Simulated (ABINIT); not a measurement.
# LiF (Griceite): G0W0 in ABINIT against the bands in the self-energy

How does the gap of LiF (Griceite) converge in the bands in the self-energy?

Method: LDA and many-body steps on it, plane waves, in ABINIT 10.8.3.

## 1. Set-up

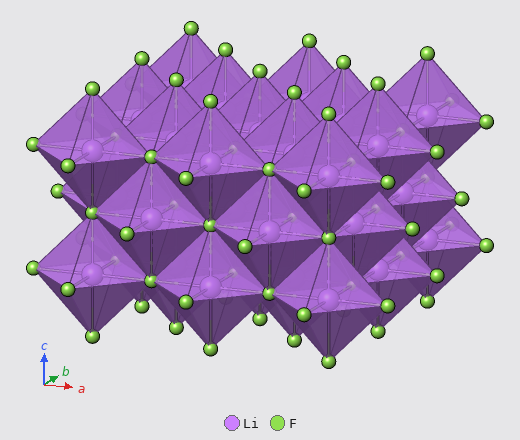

Start, viewed slightly off an axis; lithium purple, fluorine green. 2×2×1 cells are drawn. This picture shows the conventional cell, with its axes. Some periodic images of atoms are drawn too.

The cell and positions come from the Crystallography Open Database and are kept as given unless a step says otherwise.

## 2. Screening, 6×6×6 mesh, 53 bands, screening to 217.7 eV

This step: ABINIT 10.8.3; RPA screening on LDA, plane waves, norm-conserving pseudopotentials.

The RPA dielectric matrix is built and inverted for each q.

run.abi

```
acell 3*1.0 Angstrom
rprim 
  0.000000000000 2.014000000000 2.014000000000
  2.014000000000 0.000000000000 2.014000000000
  2.014000000000 2.014000000000 -0.000000000000
ntypat 2
znucl 3 9
natom 2
typat 1 2
xred 
  0.000000000000 0.000000000000 0.000000000000
  0.500000000000 0.500000000000 0.500000000000
pp_dirpath "pseudos"
pseudos "Li.upf, F.upf"
ecut 36
ngkpt 6 6 6
nshiftk 1
shiftk 0 0 0
kptopt 1
chksymbreak 0
istwfk *1
occopt 1
irdwfk 1
optdriver 3
nband 53
ecuteps 8
inclvkb 2
awtr 1
symchi 1
indata_prefix "in"
outdata_prefix "out"
tmpdata_prefix "tmp"
```

Command:

```
$ OMP_NUM_THREADS=1 mpirun -n 4 abinit run.abi > log
```

What it wrote:

```text
.Version 10.8.3 of ABINIT. v10.8.2 released Aug 2026.

 Symmetries : space group Fm -3 m (#225); Bravais cF (face-center cubic)
[... echo of the input left out ...]
== DATASET  1 ==================================================================
-   mpi_nproc: 4, omp_nthreads: 1 (-1 if OMP is not activated)

--- !DatasetInfo
iteration_state: {dtset: 1, }
dimensions: {natom: 2, nkpt: 16, mband: 53, nsppol: 1, nspinor: 1, nspden: 1, mpw: 1158, }
cutoff_energies: {ecut:  36.0, pawecutdg:  -1.0, }
electrons: {nelect:   1.00000000E+01, charge:   0.00000000E+00, occopt:   1.00000000E+00, tsmear:   1.00000000E-02, }

 SCREENING: Calculation of the susceptibility and dielectric matrices

 Based on a program developped by R.W. Godby, V. Olevano, G. Onida, and L. Reining.
 Incorporated in ABINIT by V. Olevano, G.-M. Rignanese, and M. Torrent.
.Using double precision arithmetic ; gwpc =  8

[... cell and pseudopotentials left out ...]
--------------------------------------------------------------------------------

 ==== K-mesh for the wavefunctions ====
 Number of points in the irreducible wedge :    16
[... list of points left out ...]
 Together with 48 symmetry operations and time-reversal symmetry
 yields   216 points in the full Brillouin Zone.

 ==== Q-mesh for the screening function ====
 Number of points in the irreducible wedge :    16
[... list of points left out ...]
 Together with 48 symmetry operations and time-reversal symmetry
 yields   216 points in the full Brillouin Zone.

 setmesh: FFT mesh size selected  =    24x   24x   24
          total number of points  =        13824

 vcoul_init : cutoff-mode = AUXILIARY_FUNCTION
 q-points for optical limit:   1
     1)      0.000010    0.000020    0.000030

- screening: taking advantage of time-reversal symmetry
- Maximum band index for partially occupied states nbvw = 5
- Remaining bands to be divided among processors   nbcw = 48
- Number of bands treated by each node ~12

 Number of electrons calculated from density =   10.0000; Expected =   10.0000
 average of density, n =  0.090697
 r_s =    1.3807
 omega_plasma =   29.0505 [eV]

 calculating chi0 at frequencies [eV] :
  1    0.000000E+00    0.000000E+00
  2    0.000000E+00    2.905047E+01

--------------------------------------------------------------------------------
  q-point number  1        q = ( 0.000000, 0.000000, 0.000000) [r.l.u.]
--------------------------------------------------------------------------------
[... chi0 elements left out ...]
 For q-point:  0.000010 0.000020 0.000030
  dielectric constant =   2.0224
  dielectric constant without local fields =   2.1334

  Average fulfillment of the sum rule on Im[epsilon] for q-point    1 :     64.23  [%]
[... wings left out ...]
  q-point number  2        q = ( 0.166667, 0.000000, 0.000000) [r.l.u.]
--------------------------------------------------------------------------------
[... chi0 elements left out ...]
  Average fulfillment of the sum rule on Im[epsilon] for q-point    2 :     83.29  [%]

 [... 14 further q-points ...]
```

Run time: 24 s. Hardware: 4 MPI ranks of Arm Neoverse V1, shared host; peak memory 0.56 GiB; 94 s of CPU time.

This step gave:

* ε∞ with local fields, on this mesh, along the program's q direction: 2.022
* the same without local fields: 2.133
* plasma frequency: 29.05 eV
* plane waves in the screening matrix: 113

Local fields lower ε∞ by 5 %.

## 3. 13 bands

This step: G0W0 on LDA, plane waves, norm-conserving pseudopotentials.

run.abi: that of step 2 with these lines changed.

```diff
@@ -23,8 +23,15 @@
 irdwfk 1
-optdriver 3
-nband 53
+optdriver 4
+nband 13
+gwcalctyp 0
+ecutsigx 36
+symsigma 1
+nkptgw 1
+kptgw 
+  0.0000000000 0.0000000000 0.0000000000
+bdgw 
+  3 9
 ecuteps 8
-inclvkb 2
-awtr 1
-symchi 1
+irdscr 1
+ppmodel 1
 indata_prefix "in"
```

What it wrote:

```text
.Version 10.8.3 of ABINIT. v10.8.2 released Aug 2026.

 Symmetries : space group Fm -3 m (#225); Bravais cF (face-center cubic)
[... echo of the input left out ...]
== DATASET  1 ==================================================================
-   mpi_nproc: 4, omp_nthreads: 1 (-1 if OMP is not activated)

--- !DatasetInfo
iteration_state: {dtset: 1, }
dimensions: {natom: 2, nkpt: 16, mband: 13, nsppol: 1, nspinor: 1, nspden: 1, mpw: 1158, }
cutoff_energies: {ecut:  36.0, pawecutdg:  -1.0, }
electrons: {nelect:   1.00000000E+01, charge:   0.00000000E+00, occopt:   1.00000000E+00, tsmear:   1.00000000E-02, }

 SIGMA: Calculation of the GW corrections

 Based on a program developped by R.W. Godby, V. Olevano, G. Onida, and L. Reining.
 Incorporated in ABINIT by V. Olevano, G.-M. Rignanese, and M. Torrent.
.Using double precision arithmetic ; gwpc =  8

[... cell and pseudopotentials left out ...]
--------------------------------------------------------------------------------

 ==== K-mesh for the wavefunctions ====
 Number of points in the irreducible wedge :    16
[... list of points left out ...]
 Together with 48 symmetry operations and time-reversal symmetry
 yields   216 points in the full Brillouin Zone.

 ==== Q-mesh for screening function ====
 Number of points in the irreducible wedge :    16
[... list of points left out ...]
 Together with 48 symmetry operations and time-reversal symmetry
 yields   216 points in the full Brillouin Zone.

 vcoul_init : cutoff-mode = AUXILIARY_FUNCTION
 q-points for optical limit:   1
     1)      0.000010    0.000020    0.000030
 setmesh: FFT mesh size selected  =    30x   30x   30
          total number of points  =        27000

 Number of electrons calculated from density =   10.0000; Expected =   10.0000
 average of density, n =  0.090697
 r_s =    1.3807
 omega_plasma =   29.0505 [eV]

 === KS Band Gaps ===
  >>>> For spin  1
   Minimum direct gap =   8.8641 [eV], located at k-point      :   0.0000  0.0000  0.0000
   Fundamental gap    =   8.8641 [eV], Top of valence bands at :   0.0000  0.0000  0.0000
                                       Bottom of conduction at :   0.0000  0.0000  0.0000
 SIGMA fundamental parameters:
 PLASMON POLE MODEL  1
 number of plane-waves for SigmaX                 1139
 number of plane-waves for SigmaC and W            113
 number of plane-waves for wavefunctions          1139
 number of bands                                    13
 number of independent spin polarizations            1
 number of spinorial components                      1
 number of k-points in IBZ                          16
 number of q-points in IBZ                          16
 number of symmetry operations                      48
 number of k-points in BZ                          216
 number of q-points in BZ                          216
 number of frequencies for dSigma/dE                 9
 frequency step for dSigma/dE [eV]                0.25
 number of omega for Sigma on real axis              0
 max omega for Sigma on real axis  [eV]           0.00
 zcut for avoiding poles [eV]                     0.10

 EPSILON^-1 parameters (SCR file):
 dimension of the eps^-1 matrix on file            113
 dimension of the eps^-1 matrix used               113
 number of plane-waves for wavefunctions          1139
 number of bands                                    53
 number of q-points in IBZ                          16
 number of frequencies                               2
 number of real frequencies                          1
 number of imag frequencies                          1

 matrix elements of self-energy operator (all in [eV])

 Perturbative Calculation

--- !SelfEnergy_ee
iteration_state: {dtset: 1, }
kpoint     : [   0.000,    0.000,    0.000, ]
spin       : 1
KS_gap     :    8.864
QP_gap     :   13.285
Delta_QP_KS:    4.421
data: !SigmaeeData |
     Band     E0 <VxcDFT>   SigX SigC(E0)      Z dSigC/dE  Sig(E)    E-E0       E
        3  -1.366 -22.703 -30.606   5.545   0.830  -0.205 -24.660  -1.956  -3.322
        4  -1.366 -22.703 -30.606   5.545   0.830  -0.205 -24.660  -1.956  -3.322
        5  -1.366 -22.703 -30.606   5.545   0.830  -0.205 -24.660  -1.956  -3.322
        6   7.499 -12.219  -6.791  -2.663   0.892  -0.122  -9.754   2.465   9.963
        7  22.133 -10.804  -3.125  -3.239   0.884  -0.131  -6.878   3.926  26.059
        8  22.133 -10.804  -3.125  -3.239   0.884  -0.131  -6.878   3.926  26.059
        9  22.133 -10.804  -3.125  -3.239   0.884  -0.131  -6.878   3.926  26.059

== END DATASET(S) ==============================================================
================================================================================

 -outvars: echo values of variables after computation  --------
           etotal      0.0000000000E+00
            nband          13
             nkpt          16
          spgroup         225
 [... the other variables as echoed above ...]

 Calculation completed.
```

Elapsed: 2.4 s, on 4 MPI ranks; peak memory 0.13 GiB; 9.1 s of CPU time.

Numbers from this step:

```
G0W0 gap on the points computed              : 13.29 eV
starting gap on the mesh                     : 8.864 eV
k of the valence top                         : 0, 0, 0
k of the conduction bottom                   : 0, 0, 0
Z at the valence top                         : 0.83
Z at the conduction bottom                   : 0.892
least direct G0W0 gap on the computed points : 13.29 eV
```

## 4. 17 bands

The self-energy is evaluated for the states that the input lists, and the levels follow from it, in one-shot runs by the linearised quasiparticle equation.

run.abi: that of step 3 with these lines changed.

```diff
@@ -24,3 +24,3 @@
 optdriver 4
-nband 13
+nband 17
 gwcalctyp 0
```

What it wrote:

```text
.Version 10.8.3 of ABINIT. v10.8.2 released Aug 2026.

 Symmetries : space group Fm -3 m (#225); Bravais cF (face-center cubic)
[... echo of the input left out ...]
== DATASET  1 ==================================================================
-   mpi_nproc: 4, omp_nthreads: 1 (-1 if OMP is not activated)

--- !DatasetInfo
iteration_state: {dtset: 1, }
dimensions: {natom: 2, nkpt: 16, mband: 17, nsppol: 1, nspinor: 1, nspden: 1, mpw: 1158, }
cutoff_energies: {ecut:  36.0, pawecutdg:  -1.0, }
electrons: {nelect:   1.00000000E+01, charge:   0.00000000E+00, occopt:   1.00000000E+00, tsmear:   1.00000000E-02, }

 SIGMA: Calculation of the GW corrections

 Based on a program developped by R.W. Godby, V. Olevano, G. Onida, and L. Reining.
 Incorporated in ABINIT by V. Olevano, G.-M. Rignanese, and M. Torrent.
.Using double precision arithmetic ; gwpc =  8

[... cell and pseudopotentials left out ...]
--------------------------------------------------------------------------------

 ==== K-mesh for the wavefunctions ====
 Number of points in the irreducible wedge :    16
[... list of points left out ...]
 Together with 48 symmetry operations and time-reversal symmetry
 yields   216 points in the full Brillouin Zone.

 ==== Q-mesh for screening function ====
 Number of points in the irreducible wedge :    16
[... list of points left out ...]
 Together with 48 symmetry operations and time-reversal symmetry
 yields   216 points in the full Brillouin Zone.

 vcoul_init : cutoff-mode = AUXILIARY_FUNCTION
 q-points for optical limit:   1
     1)      0.000010    0.000020    0.000030
 setmesh: FFT mesh size selected  =    30x   30x   30
          total number of points  =        27000

 Number of electrons calculated from density =   10.0000; Expected =   10.0000
[...]
number of q-points in BZ                          216
 number of frequencies for dSigma/dE                 9
 frequency step for dSigma/dE [eV]                0.25
 number of omega for Sigma on real axis              0
 max omega for Sigma on real axis  [eV]           0.00
 zcut for avoiding poles [eV]                     0.10

 EPSILON^-1 parameters (SCR file):
 dimension of the eps^-1 matrix on file            113
 dimension of the eps^-1 matrix used               113
 number of plane-waves for wavefunctions          1139
 number of bands                                    53
 number of q-points in IBZ                          16
 number of frequencies                               2
 number of real frequencies                          1
 number of imag frequencies                          1

 matrix elements of self-energy operator (all in [eV])

 Perturbative Calculation

--- !SelfEnergy_ee
iteration_state: {dtset: 1, }
kpoint     : [   0.000,    0.000,    0.000, ]
spin       : 1
KS_gap     :    8.864
QP_gap     :   13.340
Delta_QP_KS:    4.476
data: !SigmaeeData |
     Band     E0 <VxcDFT>   SigX SigC(E0)      Z dSigC/dE  Sig(E)    E-E0       E
        3  -1.366 -22.703 -30.606   5.336   0.828  -0.207 -24.830  -2.126  -3.492
        4  -1.366 -22.703 -30.606   5.336   0.828  -0.207 -24.830  -2.126  -3.492
        5  -1.366 -22.703 -30.606   5.336   0.828  -0.207 -24.830  -2.126  -3.492
        6   7.499 -12.219  -6.791  -2.788   0.890  -0.123  -9.869   2.349   9.848
        7  22.133 -10.804  -3.125  -3.583   0.879  -0.138  -7.206   3.598  25.732
        8  22.133 -10.804  -3.125  -3.583   0.879  -0.138  -7.206   3.598  25.732
        9  22.133 -10.804  -3.125  -3.583   0.879  -0.138  -7.206   3.598  25.732

== END DATASET(S) ==============================================================
================================================================================

 -outvars: echo values of variables after computation  --------
           etotal      0.0000000000E+00
            nband          17
             nkpt          16
          spgroup         225
 [... the other variables as echoed above ...]

 Calculation completed.
```

It took 2.4 s on 4 MPI ranks; peak memory 0.13 GiB.

Numbers from this step:

```yaml
g0w0_gap_on_the_points_computed: 13.34 eV
starting_gap_on_the_mesh: 8.864 eV
k_of_the_valence_top: 0, 0, 0
k_of_the_conduction_bottom: 0, 0, 0
z_at_the_valence_top: 0.828
z_at_the_conduction_bottom: 0.89
least_direct_g0w0_gap_on_the_computed_points: 13.34 eV
```

The gap on the mesh goes from 8.86 eV to 13.34 eV, a correction of +4.48 eV.

## 5. 33 bands

run.abi: that of step 4 with these lines changed.

```diff
@@ -24,3 +24,3 @@
 optdriver 4
-nband 17
+nband 33
 gwcalctyp 0
```

What it wrote:

```text
.Version 10.8.3 of ABINIT. v10.8.2 released Aug 2026.

 Symmetries : space group Fm -3 m (#225); Bravais cF (face-center cubic)
[... echo of the input left out ...]
== DATASET  1 ==================================================================
-   mpi_nproc: 4, omp_nthreads: 1 (-1 if OMP is not activated)

--- !DatasetInfo
iteration_state: {dtset: 1, }
dimensions: {natom: 2, nkpt: 16, mband: 33, nsppol: 1, nspinor: 1, nspden: 1, mpw: 1158, }
cutoff_energies: {ecut:  36.0, pawecutdg:  -1.0, }
[...]
7  22.133 -10.804  -3.125  -3.976   0.874  -0.144  -7.566   3.238  25.371
        8  22.133 -10.804  -3.125  -3.976   0.874  -0.144  -7.566   3.238  25.371
        9  22.133 -10.804  -3.125  -3.976   0.874  -0.144  -7.566   3.238  25.371

== END DATASET(S) ==============================================================
================================================================================

 -outvars: echo values of variables after computation  --------
           etotal      0.0000000000E+00
            nband          33
             nkpt          16
          spgroup         225
 [... the other variables as echoed above ...]

 Calculation completed.
```

Run time: 2.8 s. Hardware: 4 MPI ranks; peak memory 0.13 GiB; 11 s of CPU time.

Numbers from this step:

| Property | Result |
| --- | --- |
| G0W0 gap on the points computed | 13.49 eV |
| starting gap on the mesh | 8.864 eV |
| k of the valence top | 0, 0, 0 |
| k of the conduction bottom | 0, 0, 0 |
| least direct G0W0 gap on the computed points | 13.49 eV |

Against the run before, the gap moves by +0.155 eV.

## 6. 53 bands

run.abi: that of step 5 with these lines changed.

```diff
@@ -24,3 +24,3 @@
 optdriver 4
-nband 33
+nband 53
 gwcalctyp 0
```

What it wrote:

```text
.Version 10.8.3 of ABINIT. v10.8.2 released Aug 2026.

 Symmetries : space group Fm -3 m (#225); Bravais cF (face-center cubic)
[... echo of the input left out ...]
== DATASET  1 ==================================================================
-   mpi_nproc: 4, omp_nthreads: 1 (-1 if OMP is not activated)

--- !DatasetInfo
iteration_state: {dtset: 1, }
dimensions: {natom: 2, nkpt: 16, mband: 53, nsppol: 1, nspinor: 1, nspden: 1, mpw: 1158, }
cutoff_energies: {ecut:  36.0, pawecutdg:  -1.0, }
[...]
7  22.133 -10.804  -3.125  -4.114   0.874  -0.145  -7.690   3.114  25.248
        8  22.133 -10.804  -3.125  -4.114   0.874  -0.145  -7.690   3.114  25.248
        9  22.133 -10.804  -3.125  -4.114   0.874  -0.145  -7.690   3.114  25.248

== END DATASET(S) ==============================================================
================================================================================

 -outvars: echo values of variables after computation  --------
           etotal      0.0000000000E+00
            nband          53
             nkpt          16
          spgroup         225
 [... the other variables as echoed above ...]

 Calculation completed.
```

Run time: 3.3 s. Hardware: 4 MPI ranks; peak memory 0.54 GiB.

Numbers from this step:

- G0W0 gap on the points computed: 13.58 eV
- starting gap on the mesh: 8.864 eV
- k of the valence top: 0, 0, 0
- k of the conduction bottom: 0, 0, 0
- least direct G0W0 gap on the computed points: 13.58 eV

Against the run before, the gap moves by +0.090 eV.

## 7. Side by side

Times are wall times on 4 MPI ranks of Arm Neoverse V1, shared host, good to a factor of about two. A run's time includes the screening step that it read.

```tsv
run	mesh	bands	screening cutoff (eV)	DFT gap (eV)	gap on the mesh (eV)	direct (eV)	ε∞ used	time
13 bands	6×6×6	13	217.7	8.864	13.285	13.285	2.02	26 s
17 bands	6×6×6	17	217.7	8.864	13.340	13.340	2.02	26 s
33 bands	6×6×6	33	217.7	8.864	13.495	13.495	2.02	26 s
53 bands	6×6×6	53	217.7	8.864	13.585	13.585	2.02	27 s
```

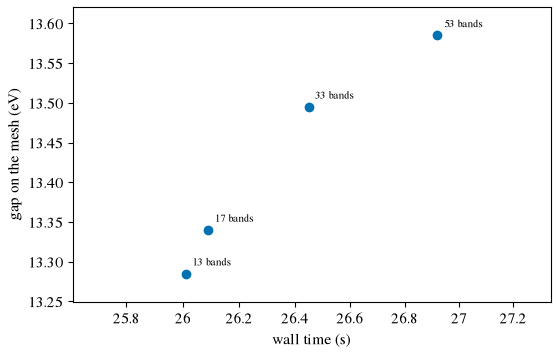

Result against wall time.

## 8. What came out

* 13 bands: 13.285 eV
* 17 bands: 13.340 eV
* 33 bands: 13.495 eV
* 53 bands: 13.585 eV
* known limits: not at the basis limit

In words: The setting moved: bands in the self-energy. From 13 bands to 53 bands the gap moves by +0.30 eV. The last step still moves it by +0.090 eV. Bands and screening cutoff are coupled, so a series along one setting does not show full convergence. Bands and cutoff are finite, so the gap is not at the basis limit. The miss can reach some tenths of an eV and take either sign; the mesh is an error of its own. In the G0W0 runs levels were corrected at 1 k point alone, so a gap called «on the mesh» is the least over those, and an edge elsewhere would be missed.

[Paths, hosts, dates, memory and timing lines, banners, echoed tables and standing remarks are left out of the program output.]

[Logs are printed without paths, hosts, clocks, repeated set-up lines and the standing remarks that a program may print on its own settings, such as how far it seeks lower states.]

[Runs of the session that timed out or met a known fault of the program may be left out.]

[Hosts, paths, dates, database ids (printed as entryN), source tags and the programs' standing remarks are cut or masked in the printed files.]

[G0W0 gaps are taken among the corrected bands and points alone; a level outside them can change the order at an edge.]

[Where Ansatz stands beside ABINIT at settings called matched, ABINIT's density can come from a denser mesh and the files from another edition; pairs whose starting gaps differed by over 0.03 eV were left out, so agreement reads better than it is.]
